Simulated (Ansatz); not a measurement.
Nudged elastic band of WH₂Cl₃OF₃ (part 1 of 2)

- system: WH₂Cl₃OF₃
- method: RKS PBE/def2-SVP (Ansatz 0.2.0)

It belongs to a series of runs on one base structure; here: band between the two ends. Figures and captions count atoms from 1; the log counts them from 0 in places.

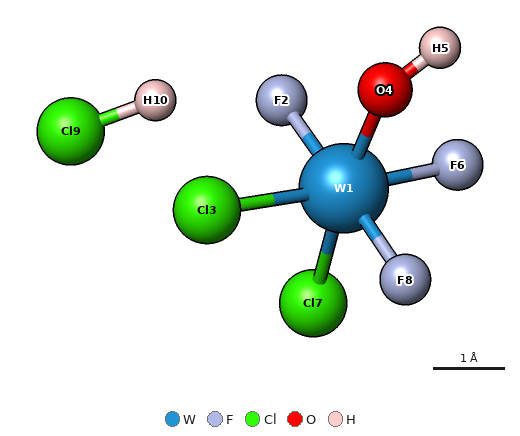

The structure as given in the input (ball-and-stick view, seen at a tilt; atoms are numbered from 1 in the order of the input). Sticks mark near contacts. Bond lengths as drawn: Cl–H 1.30 Å, Cl–W 2.29 to 2.31 Å, F–W 1.87 to 1.90 Å, H–O 0.98 Å and O–W 1.88 Å.

### Input
```yaml
crystal:
  periodic: [false, false, false]
  atoms:
    - { symbol: W, position_ang: [-0.043611, 0.062737, -0.416741] }
    - { symbol: F, position_ang: [0.182392, -0.132859, 1.455712] }
    - { symbol: Cl, position_ang: [2.228336, 0.063792, -0.707199] }
    - { symbol: O, position_ang: [-0.123986, 1.930247, -0.23491] }
    - { symbol: H, position_ang: [-0.854228, 2.548255, -0.033027] }
    - { symbol: F, position_ang: [-1.916178, 0.146131, -0.148093] }
    - { symbol: Cl, position_ang: [-0.30209, -2.23048, -0.546104] }
    - { symbol: F, position_ang: [-0.304167, 0.161646, -2.266662] }
    - { symbol: Cl, position_ang: [2.322174, -2.159754, 2.821266] }
    - { symbol: H, position_ang: [1.350259, -1.323314, 2.603558] }
basis:
  gaussian: { orbitals: def2-SVP }
hamiltonian:
  xc: pbe
neb:
  order_check: false
  images: 7
  f_tol: 0.03
  max_iterations: 60
  final_atoms:
    - { symbol: W, position_ang: [0.04706408, -0.4254641, -0.64588788] }
    - { symbol: F, position_ang: [0.67190907, 1.23116078, 2.72593596] }
    - { symbol: Cl, position_ang: [2.21949348, -0.13472777, -1.37653704] }
    - { symbol: O, position_ang: [0.07550609, 1.13855092, 0.31276249] }
    - { symbol: H, position_ang: [0.27863658, 1.41440684, 1.27751747] }
    - { symbol: F, position_ang: [-1.76767338, -0.7103104, -0.23096712] }
    - { symbol: Cl, position_ang: [0.10796718, -2.62417133, -1.37088687] }
    - { symbol: F, position_ang: [-0.56630166, 0.30138512, -2.25345978] }
    - { symbol: Cl, position_ang: [0.70664227, -1.39556695, 1.48546205] }
    - { symbol: H, position_ang: [0.76565728, 0.27113789, 2.60386074] }
  initial_path:
    images:
      - { positions_ang: [[-0.043611, 0.062737, -0.416741], [0.182392, -0.132859, 1.455712], [2.228336, 0.063792, -0.707199], [-0.123986, 1.930247, -0.23491], [-0.854228, 2.548255, -0.033027], [-1.916178, 0.146131, -0.148093], [-0.30209, -2.23048, -0.546104], [-0.304167, 0.161646, -2.266662], [2.322174, -2.159754, 2.821266], [1.350259, -1.323314, 2.603558]] }
      - { positions_ang: [[-0.03372726, 0.04676133, -0.31162412], [0.14345366, -0.10082808, 1.6426613], [2.26766335, 0.05125683, -0.5378033], [-0.09700403, 1.93238387, -0.17442204], [-0.80624068, 2.47946805, -0.19813597], [-1.90059861, 0.10643953, -0.10368582], [-0.22389616, -2.27063915, -0.40966745], [-0.23560133, 0.12169351, -2.16151919], [2.18684786, -2.07951074, 2.32197597], [1.2380042, -1.22062415, 2.46002063]] }
      - { positions_ang: [[-0.02384353, 0.03078566, -0.20650724], [0.10451533, -0.06879715, 1.8296106], [2.30699071, 0.03872165, -0.3684076], [-0.07002206, 1.93452074, -0.11393409], [-0.75825336, 2.41068109, -0.36324495], [-1.88501923, 0.06674805, -0.05927864], [-0.14570232, -2.3107983, -0.2732309], [-0.16703567, 0.08174103, -2.05637637], [2.05152172, -1.99926748, 1.82268594], [1.1257494, -1.1179343, 2.31648325]] }
      - { positions_ang: [[-0.01395979, 0.01480999, -0.10139036], [0.06557699, -0.03676623, 2.0165599], [2.34631806, 0.02618648, -0.19901189], [-0.0430401, 1.93665762, -0.05344613], [-0.71026604, 2.34189414, -0.52835392], [-1.86943984, 0.02705658, -0.01487146], [-0.06750847, -2.35095745, -0.13679436], [-0.09847, 0.04178854, -1.95123356], [1.91619558, -1.91902423, 1.32339591], [1.01349461, -1.01524445, 2.17294588]] }
      - { positions_ang: [[-0.00407605, -0.00116568, 0.00372651], [0.02663865, -0.0047353, 2.2035092], [2.38564542, 0.01365131, -0.02961619], [-0.01605813, 1.93879449, 0.00704182], [-0.66227872, 2.27310719, -0.6934629], [-1.85386046, -0.01263489, 0.02953572], [0.01068537, -2.3911166, -0.00035781], [-0.02990433, 0.00183605, -1.84609074], [1.78086944, -1.83878097, 0.82410588], [0.90123981, -0.9125546, 2.02940851]] }
      - { positions_ang: [[0.00870898, -0.10724028, -0.15867709], [0.18795626, 0.30423872, 2.33411589], [2.34410743, -0.02344346, -0.3663464], [0.00683293, 1.73873359, 0.08347199], [-0.4270499, 2.0584321, -0.20071781], [-1.83231369, -0.18705377, -0.03558999], [0.03500582, -2.44938028, -0.34299007], [-0.16400366, 0.07672332, -1.947933], [1.51231265, -1.72797746, 0.98944492], [0.86734417, -0.61663148, 2.17302156]] }
      - { positions_ang: [[0.02149401, -0.21331489, -0.32108068], [0.34927386, 0.61321274, 2.46472258], [2.30256945, -0.06053823, -0.70307662], [0.02972398, 1.5386727, 0.15990215], [-0.19182107, 1.84375701, 0.29202728], [-1.81076692, -0.36147264, -0.1007157], [0.05932627, -2.50764397, -0.68562234], [-0.298103, 0.15161059, -2.04977526], [1.24375586, -1.61717396, 1.15478396], [0.83344854, -0.32070835, 2.31663462]] }
      - { positions_ang: [[0.03427905, -0.31938949, -0.48348428], [0.51059147, 0.92218676, 2.59532927], [2.26103146, -0.097633, -1.03980683], [0.05261504, 1.33861181, 0.23633232], [0.04340776, 1.62908192, 0.78477238], [-1.78922015, -0.53589152, -0.16584141], [0.08364673, -2.56590765, -1.0282546], [-0.43220233, 0.22649786, -2.15161752], [0.97519907, -1.50637045, 1.320123], [0.79955291, -0.02478523, 2.46024768]] }
      - { positions_ang: [[0.04706408, -0.4254641, -0.64588788], [0.67190907, 1.23116078, 2.72593596], [2.21949348, -0.13472777, -1.37653704], [0.07550609, 1.13855092, 0.31276249], [0.27863658, 1.41440684, 1.27751747], [-1.76767338, -0.7103104, -0.23096712], [0.10796718, -2.62417133, -1.37088687], [-0.56630166, 0.30138512, -2.25345978], [0.70664227, -1.39556695, 1.48546205], [0.76565728, 0.27113789, 2.60386074]] }
```

Hardware: 4 threads of Arm Neoverse V1, 24 GiB of memory available, shared host.

Launch command:
```bash
ansatz run input.yaml --threads 4 --pin off --max-ram 5120MiB --backend cpu --events-out ev --progress --plain --runs-dir out
```

### What the program printed
```
Engine: ansatz 0.2.0, aarch64-unknown-linux-gnu
Functional definition: PBE
  parameter kappa = 0.804
  parameter beta = 0.06672455060314922
  exchange = pbe_x(kappa = kappa, mu = beta*pi^2/3)
  correlation = pbe_c(beta = beta)
1595 factors; their error is unknown
mean field evaluation 1: about -49574.0393 eV, gradient 8.7e1 eV
mean field evaluation 2: about -49284.8691 eV, gradient 3.1e2 eV
mean field evaluation 4: about -49584.5311 eV, gradient 4.2e1 eV
mean field evaluation 8: about -49587.9697 eV, gradient 5.3e-1 eV
mean field evaluation 16: about -49587.8763 eV, gradient 5.5e-3 eV
mean field -49587.87629192 eV, -1822.3208418584 hartree, gradient 1.3e-5 eV, S^2 0.000000; 0 other end points of the search recorded, 0 dependent functions left out
the calculation of the forces begins
reference -49587.87636304 eV, -1822.3208444721 hartree; 51, 51 occupied and 101, 101 virtual orbitals, 1595 factors
1595 factors; their error is unknown
mean field evaluation 32: about -49587.9816 eV, gradient 7.6e-1 eV
mean field -49587.89130841 eV, -1822.3213937043 hartree, gradient 5.4e-5 eV, S^2 0.000000; 0 other end points of the search recorded, 0 dependent functions left out
[... from here on the field's lines of each further geometry are left out, up to the last ...]
NEB iter   1: max|band force component| = 2.805e2 eV/Å  barrier→ = 51.8610 eV  barrier← = 51.8760 eV  Δτ_max = 0.2000 Å  (915 SCF iters)
NEB iter   2: max|band force component| = 5.865e1 eV/Å  barrier→ = 11.4393 eV  barrier← = 11.4544 eV  Δτ_max = 0.2000 Å  (326 SCF iters)
NEB iter   3: max|band force component| = 3.688e1 eV/Å  barrier→ = 6.9019 eV  barrier← = 6.9169 eV  Δτ_max = 0.2000 Å  (297 SCF iters)
NEB iter   4: max|band force component| = 1.377e1 eV/Å  barrier→ = 3.0131 eV  barrier← = 3.0281 eV  Δτ_max = 0.2000 Å  (292 SCF iters)
NEB iter   5: max|band force component| = 7.303e0 eV/Å  barrier→ = 1.7210 eV  barrier← = 1.7360 eV  Δτ_max = 0.2000 Å  (275 SCF iters)
NEB iter   6: max|band force component| = 3.010e0 eV/Å  barrier→ = 1.3987 eV  barrier← = 1.4137 eV  Δτ_max = 0.2000 Å  (272 SCF iters)
NEB iter   7: max|band force component| = 3.903e0 eV/Å  barrier→ = 2.7127 eV  barrier← = 2.7278 eV  Δτ_max = 0.1001 Å  (287 SCF iters)
NEB iter   8: max|band force component| = 1.780e0 eV/Å  barrier→ = 1.7039 eV  barrier← = 1.7189 eV  Δτ_max = 0.2000 Å  (269 SCF iters)
NEB iter   9: max|band force component| = 1.795e0 eV/Å  barrier→ = 1.5092 eV  barrier← = 1.5242 eV  Δτ_max = 0.1011 Å  (265 SCF iters)
NEB iter  10: max|band force component| = 7.685e-1 eV/Å  barrier→ = 1.4029 eV  barrier← = 1.4179 eV  Δτ_max = 0.0968 Å  (262 SCF iters)
NEB iter  11: max|band force component| = 3.105e-1 eV/Å  barrier→ = 1.3476 eV  barrier← = 1.3626 eV  CI = image 3  Δτ_max = 0.0845 Å  (257 SCF iters)
NEB iter  12: max|band force component| = 2.287e-1 eV/Å  barrier→ = 1.3547 eV  barrier← = 1.3697 eV  CI = image 3  Δτ_max = 0.0833 Å  (248 SCF iters)
NEB iter  13: max|band force component| = 9.492e-2 eV/Å  barrier→ = 1.3517 eV  barrier← = 1.3667 eV  CI = image 3  Δτ_max = 0.1776 Å  (246 SCF iters)
NEB iter  14: max|band force component| = 2.374e-1 eV/Å  barrier→ = 1.3397 eV  barrier← = 1.3547 eV  CI = image 3  Δτ_max = 0.0910 Å  (256 SCF iters)
NEB iter  15: max|band force component| = 2.255e-1 eV/Å  barrier→ = 1.3168 eV  barrier← = 1.3319 eV  CI = image 3  Δτ_max = 0.0913 Å  (260 SCF iters)
NEB iter  16: max|band force component| = 2.326e-1 eV/Å  barrier→ = 1.2724 eV  barrier← = 1.2874 eV  CI = image 3  Δτ_max = 0.0914 Å  (255 SCF iters)
NEB iter  17: max|band force component| = 2.806e-1 eV/Å  barrier→ = 1.2140 eV  barrier← = 1.2290 eV  CI = image 3  Δτ_max = 0.0913 Å  (255 SCF iters)
NEB iter  18: max|band force component| = 3.533e-1 eV/Å  barrier→ = 1.1417 eV  barrier← = 1.1567 eV  CI = image 3  Δτ_max = 0.0914 Å  (262 SCF iters)
NEB iter  19: max|band force component| = 4.127e-1 eV/Å  barrier→ = 1.0612 eV  barrier← = 1.0762 eV  CI = image 3  Δτ_max = 0.0913 Å  (255 SCF iters)
NEB iter  20: max|band force component| = 4.380e-1 eV/Å  barrier→ = 0.9829 eV  barrier← = 0.9980 eV  CI = image 3  Δτ_max = 0.0912 Å  (260 SCF iters)
NEB iter  21: max|band force component| = 4.053e-1 eV/Å  barrier→ = 0.9144 eV  barrier← = 0.9294 eV  CI = image 3  Δτ_max = 0.0912 Å  (260 SCF iters)
NEB iter  22: max|band force component| = 9.217e-1 eV/Å  barrier→ = 0.8805 eV  barrier← = 0.8955 eV  CI = image 4  Δτ_max = 0.0923 Å  (251 SCF iters)
NEB iter  23: max|band force component| = 8.867e-1 eV/Å  barrier→ = 0.9207 eV  barrier← = 0.9357 eV  CI = image 3  Δτ_max = 0.0458 Å  (247 SCF iters)
NEB iter  24: max|band force component| = 6.981e-1 eV/Å  barrier→ = 0.8838 eV  barrier← = 0.8988 eV  CI = image 3  Δτ_max = 0.0918 Å  (238 SCF iters)
NEB iter  25: max|band force component| = 2.783e-1 eV/Å  barrier→ = 0.8513 eV  barrier← = 0.8663 eV  CI = image 3  Δτ_max = 0.1800 Å  (251 SCF iters)
NEB iter  26: max|band force component| = 7.864e-1 eV/Å  barrier→ = 0.8575 eV  barrier← = 0.8726 eV  CI = image 3  Δτ_max = 0.0913 Å  (244 SCF iters)
NEB iter  27: max|band force component| = 1.960e-1 eV/Å  barrier→ = 0.8604 eV  barrier← = 0.8754 eV  CI = image 3  Δτ_max = 0.1149 Å  (243 SCF iters)
NEB iter  28: max|band force component| = 9.600e-2 eV/Å  barrier→ = 0.8609 eV  barrier← = 0.8760 eV  CI = image 3  Δτ_max = 0.1524 Å  (238 SCF iters)
NEB iter  29: max|band force component| = 8.067e-1 eV/Å  barrier→ = 0.8625 eV  barrier← = 0.8775 eV  CI = image 4  Δτ_max = 0.0746 Å  (259 SCF iters)
NEB iter  30: max|band force component| = 5.229e-1 eV/Å  barrier→ = 0.8585 eV  barrier← = 0.8735 eV  CI = image 3  Δτ_max = 0.0823 Å  (242 SCF iters)
NEB iter  31: max|band force component| = 1.596e-1 eV/Å  barrier→ = 0.8526 eV  barrier← = 0.8676 eV  CI = image 3  Δτ_max = 0.0465 Å  (242 SCF iters)
NEB iter  32: max|band force component| = 1.322e-1 eV/Å  barrier→ = 0.8580 eV  barrier← = 0.8731 eV  CI = image 3  Δτ_max = 0.0261 Å  (237 SCF iters)
NEB iter  33: max|band force component| = 8.006e-2 eV/Å  barrier→ = 0.8600 eV  barrier← = 0.8750 eV  CI = image 3  Δτ_max = 0.0595 Å  (240 SCF iters)
NEB iter  34: max|band force component| = 1.075e-1 eV/Å  barrier→ = 0.8605 eV  barrier← = 0.8755 eV  CI = image 3  Δτ_max = 0.0232 Å  (237 SCF iters)
NEB iter  35: max|band force component| = 1.144e-1 eV/Å  barrier→ = 0.8606 eV  barrier← = 0.8757 eV  CI = image 3  Δτ_max = 0.0116 Å  (238 SCF iters)
NEB iter  36: max|band force component| = 8.954e-2 eV/Å  barrier→ = 0.8607 eV  barrier← = 0.8757 eV  CI = image 3  Δτ_max = 0.0116 Å  (238 SCF iters)
NEB iter  37: max|band force component| = 4.222e-2 eV/Å  barrier→ = 0.8606 eV  barrier← = 0.8756 eV  CI = image 3  Δτ_max = 0.0233 Å  (237 SCF iters)
```
